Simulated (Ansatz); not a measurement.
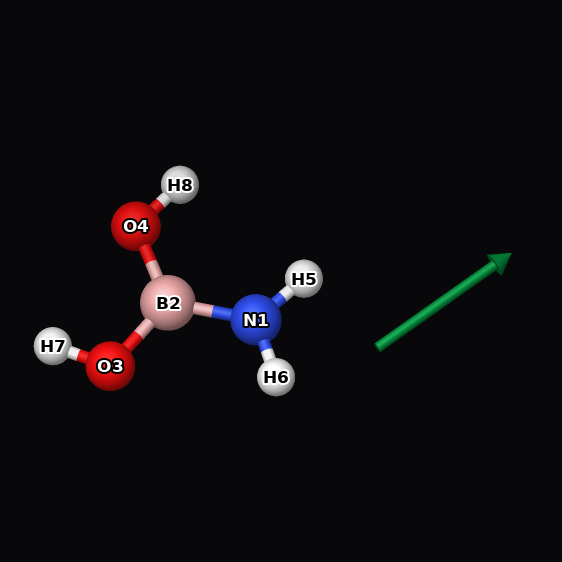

The arrow beside the molecule shows the direction of the dipole moment, from the negative to the positive end (its length means nothing). The geometry was computed by an optimisation with PBE-D4/def2-SVP. No frequency run is at hand to confirm it as a minimum. Level of theory: RKS PBE-D4/def2-SVP (Ansatz 0.2.0).

Question: How large is the dipole moment?

Answer: 2.04 D; it points from the side of H7 to the side of H5 (the outermost atoms at the two ends).
